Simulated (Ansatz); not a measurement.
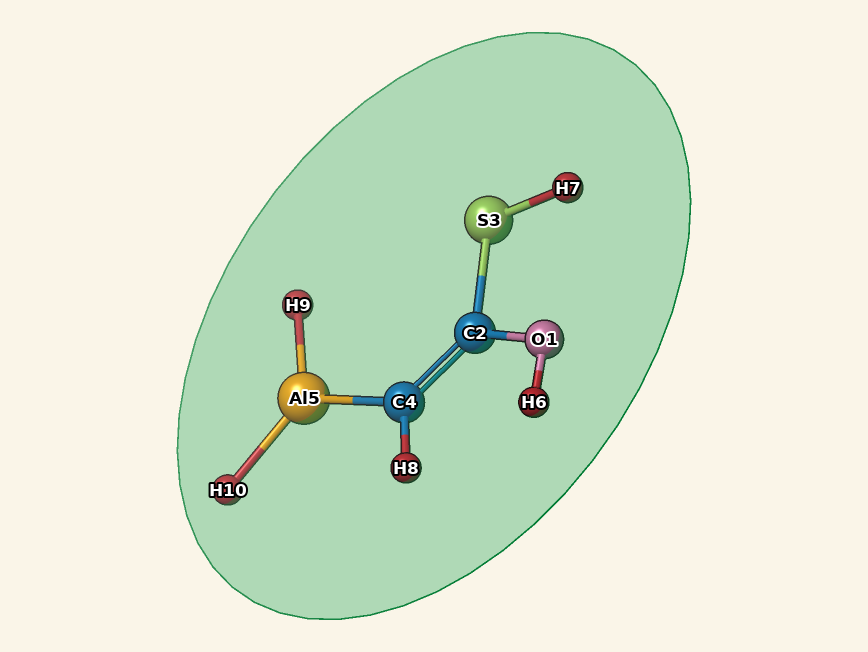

A disc through the centre of mass is drawn in. Atoms fade into the background with distance from the viewer. Computed geometry: PBE0-D4/def2-TZVP optimisation. No frequency run is at hand to confirm it as a minimum.

Question: Is the plane of the disc a mirror plane of the structure?

Answer: Yes. The reflection leaves O1, C2, S3, C4, Al5, H6, H7, H8, H9, H10 in place. The point group is Cs.
